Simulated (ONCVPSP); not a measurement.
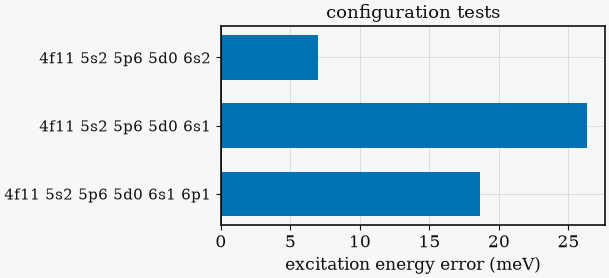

Fig. 1: Errors, all-electron minus pseudo, of the energies of valence configurations relative to the unpolarised reference 4f11 5s2 5p6 5d0.5 6s1.5. Not all tests gave a result: 1 of 4 tests not solved.

- Worst configuration: 4f11 5s2 5p6 5d0 6s1 (charge +1): the error is +26 meV on an all-electron energy of +4.87 eV relative to the reference, or 0.54 %.
- Configurations within 10 meV and within 50 meV: 1 and 3 of 3. The potential isn't sound: its ghost test gives GHOST(-) flagged for s at -111.6 eV; GHOST(+) flagged for p at 245.1 eV (flags above 300 eV left out).

**Pseudopotential generation, with input and output: Ho**

System: holmium (Ho, Z = 67), core [Kr] 4d10, reference valence 4f11 5s2 5p6 5d0.5 6s1.5, valence charge 21.
Method: ONCV potential, revPBE, scalar-relativistic, made with ONCVPSP 4.0.1.

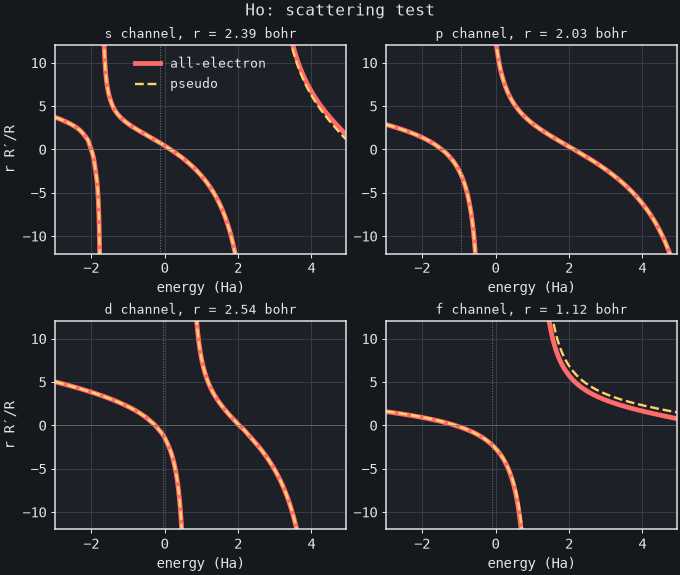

Fig. 2: Logarithmic derivatives r R′/R at the test radius against energy, all-electron atom (solid) and pseudo-atom (dashed). Here R(r) is the radial function. The dotted line marks the reference energy of the channel.

- Zeros of the logarithmic derivative: s: all-electron -2.0 and 0.2 Ha, pseudo -2.0 and 0.2 Ha; p: all-electron -1.5 and 2.1 Ha, pseudo -1.5 and 2.1 Ha; d: all-electron -0.3 and 2.0 Ha, pseudo -0.3 and 2.0 Ha; f: all-electron -1.1 Ha, pseudo -1.1 Ha.
- Ghost states: the plot shows none: pseudo and all-electron curves have the same branches in all channels drawn. The separate test gives: GHOST(-) flagged for s at -111.6 eV; GHOST(+) flagged for p at 245.1 eV (flags above 300 eV left out). The bound ghosts lie below the range of the plot.

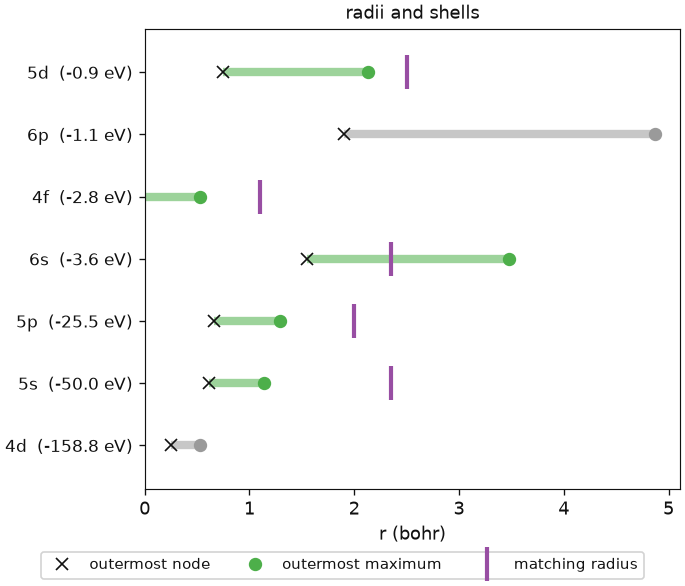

Fig. 3: Outer shells of the all-electron reference atom: each bar runs from the outermost node (or the nucleus) to the outermost maximum of u(r); the tick is the radius chosen for the pseudo-wave. Shells without a tick have no pseudo-wave of their own. Levels, nodes and maxima are from ld1.x, scalar-relativistic.

- Radii against the shells: 5s: 2.35 bohr, outside the maximum; 5p: 2.00 bohr, outside the maximum; 6s: 2.35 bohr, between node and maximum; 4f: 1.10 bohr, outside the maximum; 5d: 2.50 bohr, outside the maximum.

Input and output of the run follow.

### The input
```
# ATOM AND REFERENCE CONFIGURATION
# atsym  z   nc   nv     iexc    psfile
  Ho 67.00    9    5  -102130      upf
#
#   n    l    f
    1    0    2.00
    2    0    2.00
    2    1    6.00
    3    0    2.00
    3    1    6.00
    3    2   10.00
    4    0    2.00
    4    1    6.00
    4    2   10.00
    4    3   11.00
    5    0    2.00
    5    1    6.00
    5    2    0.50
    6    0    1.50
#
# PSEUDOPOTENTIAL AND OPTIMIZATION
# lmax
    3
#
#   l,   rc,      ep,       ncon, nbas, qcut
    0    2.35    0.00    5    9    6.50
    1    2.00    0.00    4    7    7.90
    2    2.50    0.00    5    8    3.80
    3    1.10    0.00    4    9   17.20
#
# LOCAL POTENTIAL
# lloc, lpopt,  rc(5),   dvloc0
    4    5    0.95    3.00
#
# VANDERBILT-KLEINMAN-BYLANDER PROJECTORs
# l, nproj, debl
    0    2    1.50
    1    3    0.80
    2    2    2.60
    3    1    3.90
#
# MODEL CORE CHARGE
# icmod, fcfact, rcfact
    1    0.40    0.00
#
# LOG DERIVATIVE ANALYSIS
# epsh1, epsh2, depsh
   -3.00    5.00    0.02
#
# OUTPUT GRID
# rlmax, drl
    6.00    0.01
#
# TEST CONFIGURATIONS
# ncnf
    4
# nvcnf
#   n    l    f
    5
    4    3   11.00
    5    0    2.00
    5    1    6.00
    5    2    0.00
    6    0    2.00
#
    5
    4    3   11.00
    5    0    2.00
    5    1    6.00
    5    2    0.00
    6    0    1.00
#
    5
    4    3   11.00
    5    0    2.00
    5    1    6.00
    5    2    0.00
    6    0    0.00
#
    6
    4    3   11.00
    5    0    2.00
    5    1    6.00
    5    2    0.00
    6    0    1.00
    6    1    1.00
#
```

Command:
```bash
oncvpsp.x < Ho.dat > Ho.out
```

### Output (extracts)
```
ONCVPSP  (Optimized Norm-Conservinng Vanderbilt PSeudopotential)
scalar-relativistic version 4.0.1

#   n    l    f        energy (Ha)
    1    0    2.00    -2.0396682E+03
    2    0    2.00    -3.4115545E+02
    2    1    6.00    -3.0218650E+02
    3    0    2.00    -7.6187649E+01
    3    1    6.00    -6.4282276E+01
    3    2   10.00    -4.9194772E+01
    4    0    2.00    -1.5040357E+01
    4    1    6.00    -1.1123704E+01
    4    2   10.00    -5.8366320E+00
    4    3   11.00    -1.0197568E-01
    5    0    2.00    -1.8370860E+00
    5    1    6.00    -9.3761229E-01
    5    2    0.50    -3.1651072E-02
    6    0    1.50    -1.3384807E-01

Reference configufation results
  iterations    40
  all-electron total energy (Ha)   -1.26166093D+04

Begin loop to  construct optimized pseudo wave functions
and semi-local pseudopoentials for all angular momenta

Calculating optimized projector #   1

 for l=   0

    Fraction of norm inside rc  0.980802
    Optimizing pswf for qcut=   6.50 a_B^-1,  ecut=  21.11 Ha
    Residual kinetic energy error=  2.09D-07 Ha

    Energy error per electron        Cutoff
         Ha          eV             Ha
         0.01000     0.27211        9.61
         0.00100     0.02721       13.19
         0.00010     0.00272       15.89
         0.00001     0.00027       18.11

Calculating optimized projector #   2

 for l=   0

    Fraction of norm inside rc  0.083003
    Optimizing pswf for qcut=   6.50 a_B^-1,  ecut=  21.11 Ha
    Residual kinetic energy error=  1.38D-07 Ha

    Energy error per electron        Cutoff
         Ha          eV             Ha
         0.01000     0.27211        4.81
         0.00100     0.02721       11.28
         0.00010     0.00272       14.84
         0.00001     0.00027       17.45

WARNING wellstate: negative energy specified for n= 6 l=  1
WARNING scattering state with energy  0.25000000
WARNING will be used for the first projector

   Wellstate for l =  1  n =  6
     eigenvalue =   0.2500
     asymptotic potential =   0.7500
     half-point radius =  4.3438

   Wellstate for l =  1  n =  7
     eigenvalue =   1.0500
     asymptotic potential =   1.5500
     half-point radius =  4.8314

Calculating optimized projector #   1

 for l=   1

    Fraction of norm inside rc  0.828128
    Optimizing pswf for qcut=   7.91 a_B^-1,  ecut=  31.27 Ha
    Residual kinetic energy error=  6.68D-08 Ha

    Energy error per electron        Cutoff
         Ha          eV             Ha
         0.01000     0.27211        7.89
         0.00100     0.02721       16.56
         0.00010     0.00272       20.99
         0.00001     0.00027       24.41

Calculating optimized projector #   2

 for l=   1

    Fraction of norm inside rc  0.092930
    Optimizing pswf for qcut=   7.91 a_B^-1,  ecut=  31.27 Ha
    Residual kinetic energy error=  2.70D-08 Ha

    Energy error per electron        Cutoff
         Ha          eV             Ha
         0.01000     0.27211        5.39
         0.00100     0.02721       15.31
         0.00010     0.00272       20.43
         0.00001     0.00027       24.32

Calculating optimized projector #   3

 for l=   1

    Fraction of norm inside rc  0.082554
    Optimizing pswf for qcut=   7.91 a_B^-1,  ecut=  31.27 Ha
    Residual kinetic energy error=  6.75D-08 Ha

    Energy error per electron        Cutoff
         Ha          eV             Ha
         0.01000     0.27211        5.95
         0.00100     0.02721       16.60
         0.00010     0.00272       21.60
         0.00001     0.00027       25.43

   Wellstate for l =  2  n =  8
     eigenvalue =   2.5683
     asymptotic potential =   3.0683
     half-point radius =  5.0217

Calculating optimized projector #   1

 for l=   2

    Fraction of norm inside rc  0.315560
    Optimizing pswf for qcut=   3.80 a_B^-1,  ecut=   7.20 Ha
    Residual kinetic energy error=  1.71D-03 Ha

    Energy error per electron        Cutoff
         Ha          eV             Ha
         0.01000     0.27211        5.32
         0.00100     0.02721        7.84
         0.00010     0.00272       26.33
         0.00001     0.00027       33.64

Calculating optimized projector #   2

 for l=   2

    Fraction of norm inside rc  0.154836
    Optimizing pswf for qcut=   3.80 a_B^-1,  ecut=   7.20 Ha
    Residual kinetic energy error=  2.25D-02 Ha

    Energy error per electron        Cutoff
         Ha          eV             Ha
         0.01000     0.27211        8.21
         0.00100     0.02721       12.33
         0.00010     0.00272       30.40
         0.00001     0.00027       40.42

Calculating optimized projector #   1

 for l=   3

    Fraction of norm inside rc  0.775932
    Optimizing pswf for qcut=  17.19 a_B^-1,  ecut= 147.77 Ha
    Residual kinetic energy error=  9.12D-05 Ha

    Energy error per electron        Cutoff
         Ha          eV             Ha
         0.01000     0.27211      100.65
         0.00100     0.02721      115.54
         0.00010     0.00272      138.06

Construct Vanderbilt / Kleinmman-Bylander projectors

B matrix Hermiticity error, ll=   0
   1   2    1.3494E-04

  Orthonormal projector coefficients  1.4630E+01  1.2293E+00

B matrix Hermiticity error, ll=   1
   1   2    1.1906E-04
   1   3   -1.9285E-04
   2   3    3.8188E-05

  Orthonormal projector coefficients  1.4933E+01  2.6017E+00  2.8576E-01

B matrix Hermiticity error, ll=   2
   1   2    8.5946E-05

  Orthonormal projector coefficients  2.1763E+01  3.0247E+00

Model core correction analysis
  based on d2Exc/dn_idn_j

d2excae - all-electron derivatives

   -1.927929D-02   -1.218112D-02   -9.037669D-03   -1.726267D-03
   -6.848992D-04
   -1.216564D-02   -2.634875D-02   -2.264231D-02   -4.560517D-03
   -9.688898D-04
   -9.021457D-03   -2.269144D-02   -2.303409D-02   -6.540223D-03
   -1.038836D-03
   -1.817547D-03   -4.826117D-03   -7.113771D-03   -3.802342D-03
   -8.842591D-04
   -8.213543D-04   -1.274257D-03   -1.799571D-03   -1.432635D-03
   -6.031293D-04

d2excps - pseudofunction derivatives with no core correction

   -3.896900D-02   -1.881252D-02   -1.152470D-02   -1.754512D-03
   -1.138261D-03
   -1.879730D-02   -2.468921D-02   -2.212555D-02   -4.556171D-03
   -9.346719D-04
   -1.150853D-02   -2.217466D-02   -2.322368D-02   -6.647309D-03
   -1.043899D-03
   -1.845907D-03   -4.822020D-03   -7.221494D-03   -3.863463D-03
   -8.838733D-04
   -1.274910D-03   -1.240340D-03   -1.805468D-03   -1.432951D-03
   -6.020098D-04

rms 2nd derivative error    4.435206E-03

Polynomial model core charge

d2excps - pseudofunction derivatives with core correction

   -2.335483D-02   -1.402788D-02   -9.807451D-03   -1.698921D-03
   -7.876015D-04
   -1.401249D-02   -2.227389D-02   -2.077267D-02   -4.514096D-03
   -7.714477D-04
   -9.791251D-03   -2.082167D-02   -2.251409D-02   -6.639658D-03
   -9.527639D-04
   -1.790215D-03   -4.779649D-03   -7.213206D-03   -3.868895D-03
   -8.783534D-04
   -9.240833D-04   -1.076765D-03   -1.713498D-03   -1.426830D-03
   -5.894980D-04

rms 2nd derivative error    1.394664E-03

Pseudoatom total energy -167.799685

Diagnostic tests using Vanderbilt-Kleinman-Bylander pseudopotentials
  1 or more projectors used as specified by nproj input data

   l    rcore       rmatch      e in        delta e   norm test  slope test

   0   2.3595022   2.4311418  -1.8370860   0.0000021   1.0001722   1.0001600
   0   2.3595022   2.4311418  -0.1338481   0.0000007   1.0000161   1.0000119

   1   2.0075895   2.0685442  -0.9376123  -0.0000015   1.0001055   1.0001138
   1   2.0075895   2.0685442   0.2500000   0.0000048   1.0002466   1.0002466
   1   2.0075895   2.0685442   1.0500000   0.0000185   1.0002643   1.0002643

   2   2.5049565   2.5810124  -0.0316511   0.0000007   1.0000162   1.0000219
   2   2.5049565   2.5810124   2.5683489   0.0000372   1.0001530   1.0001530

   3   1.1037655   1.1372783  -0.1019757   0.0000181   1.0000282   0.9999984

 Testing for bound ghosts
   n   l    E NL Schr. Eq   E Basis Diag.   E Cutoff

       0                       -4.102364     63.17  WARNING - GHOST(-)
   1   0       -1.837084       -1.837076     63.17
   2   0       -0.133847       -0.113749     63.17

   2   1       -0.937614       -0.937586     75.27

   3   2       -0.031650       -0.019527     54.74

   4   3       -0.101958       -0.095273    319.11

 Testing for highly-localized positive-energy ghosts
       l    <radius>/rc     E Basis Diag.   E Cutoff

       1        0.527998        9.006297     75.27  WARNING - GHOST(+)

       2        0.955134       21.583187     54.74  WARNING - GHOST(+)

Test configuration 0

   n   l     f        eae           eps        diff
   1   0  2.0000-2039.66824924
   2   0  2.0000 -341.15545010
   2   1  6.0000 -302.18650488
   3   0  2.0000  -76.18764923
   3   1  6.0000  -64.28227572
   3   2 10.0000  -49.19477244
   4   0  2.0000  -15.04035662
   4   1  6.0000  -11.12370392
   4   2 10.0000   -5.83663196
   4   3 11.0000   -0.10197568   -0.10195753    1.81D-05
   5   0  2.0000   -1.83708603   -1.83708389    2.14D-06
   5   1  6.0000   -0.93761229   -0.93761380   -1.51D-06
   5   2  0.5000   -0.03165107   -0.03165035    7.21D-07
   6   0  1.5000   -0.13384807   -0.13384739    6.78D-07

    Total energies and differences
      AE_ref= -1.26166093D+04  AE_tst= -1.26166093D+04  dif=  0.00D+00
      PS_ref= -1.67799685D+02  PS_tst= -1.67799685D+02  dif=  3.23D-10
      PSP excitation error= -3.23D-10

Test configuration 1

   n   l     f        eae           eps        diff
   1   0  2.0000-2039.67923204
   2   0  2.0000 -341.16739311
   2   1  6.0000 -302.19843515
   3   0  2.0000  -76.19912583
   3   1  6.0000  -64.29375776
   3   2 10.0000  -49.20636302
   4   0  2.0000  -15.05214161
   4   1  6.0000  -11.13561974
   4   2 10.0000   -5.84881596
   4   3 11.0000   -0.11457520   -0.11382948    7.46D-04
   5   0  2.0000   -1.85123403   -1.85096241    2.72D-04
   5   1  6.0000   -0.95044888   -0.95065980   -2.11D-04
   6   0  2.0000   -0.13733637   -0.13733833   -1.97D-06

    Total energies and differences
      AE_ref= -1.26166093D+04  AE_tst= -1.26166598D+04  dif= -5.05D-02
      PS_ref= -1.67799685D+02  PS_tst= -1.67850434D+02  dif= -5.07D-02
      PSP excitation error=  2.57D-04

Test configuration 2

   n   l     f        eae           eps        diff
   1   0  2.0000-2039.91797465
   2   0  2.0000 -341.40513951
   2   1  6.0000 -302.43631632
   3   0  2.0000  -76.43557019
   3   1  6.0000  -64.53022805
   3   2 10.0000  -49.44295301
   4   0  2.0000  -15.28907731
   4   1  6.0000  -11.37275153
   4   2 10.0000   -6.08622165
   4   3 11.0000   -0.35248242   -0.35177998    7.02D-04
   5   0  2.0000   -2.09169972   -2.09105533    6.44D-04
   5   1  6.0000   -1.19047340   -1.19052740   -5.40D-05
   6   0  1.0000   -0.32418969   -0.32413655    5.31D-05

    Total energies and differences
      AE_ref= -1.26166093D+04  AE_tst= -1.26164304D+04  dif=  1.79D-01
      PS_ref= -1.67799685D+02  PS_tst= -1.67621696D+02  dif=  1.78D-01
      PSP excitation error=  9.68D-04

Test configuration 3

psatom: WARNING lschvkbb convergence error n,l,iter=   3   2   3
ea(ii),et,emin,emax -3.165035E-02 -3.481539E-02 -3.481539E-02 -3.481539E-02
run_config: WARNING for fully non-local PS atom, stg. 1
 WARNING no output for configuration 4

Test configuration 4

   n   l     f        eae           eps        diff
   1   0  2.0000-2039.73324996
   2   0  2.0000 -341.22088786
   2   1  6.0000 -302.25198258
   3   0  2.0000  -76.25190388
   3   1  6.0000  -64.34654815
   3   2 10.0000  -49.25922910
   4   0  2.0000  -15.10532056
   4   1  6.0000  -11.18892573
   4   2 10.0000   -5.90230468
   4   3 11.0000   -0.16846218   -0.16792192    5.40D-04
   5   0  2.0000   -1.90723088   -1.90662098    6.10D-04
   5   1  6.0000   -1.00593073   -1.00592409    6.64D-06
   6   0  1.0000   -0.16676833   -0.16673378    3.46D-05
   6   1  1.0000   -0.06530812   -0.06529825    9.87D-06

    Total energies and differences
      AE_ref= -1.26166093D+04  AE_tst= -1.26165607D+04  dif=  4.86D-02
      PS_ref= -1.67799685D+02  PS_tst= -1.67751783D+02  dif=  4.79D-02
      PSP excitation error=  6.85D-04
```

### Key numbers

- outcome: generated, with a ghost state
- cutoffs needed: 116 Ha and 138 Ha (the cutoffs at which the residual kinetic energy of the hardest occupied pseudo-wave falls to 1 and 0.1 mHa per electron)
- ghost test: GHOST(-) flagged for s at -111.6 eV; GHOST(+) flagged for p at 245.1 eV (flags above 300 eV left out)
- configuration tests: 1 of 4 tests not solved
- rms error of d²Exc/dni dnj: 4.44 mHa without and 1.39 mHa with the model core
- largest excitation error among the tests solved: +26 meV (all-electron minus pseudo) for 4f11 5s2 5p6 5d0 6s1
- range over which the phases arctan(r R′/R) at the test radius agree within 0.05 rad (a looser test near the poles than one of phase shifts): s: up to about 4.6 Ha; p: over the whole range computed; d: over the whole range computed; f: up to about 2.7 Ha
- hardware: 1 CPU thread, shared host
- wall time: 6.8 s

### Remarks

The potential has a bound ghost state, so it can't be used as it stands. Warnings of the program, in the generation or the tests: wellstate: negative energy specified for n= 6 l= 1; psatom: WARNING lschvkbb convergence error n,l,iter= 3 2 3.
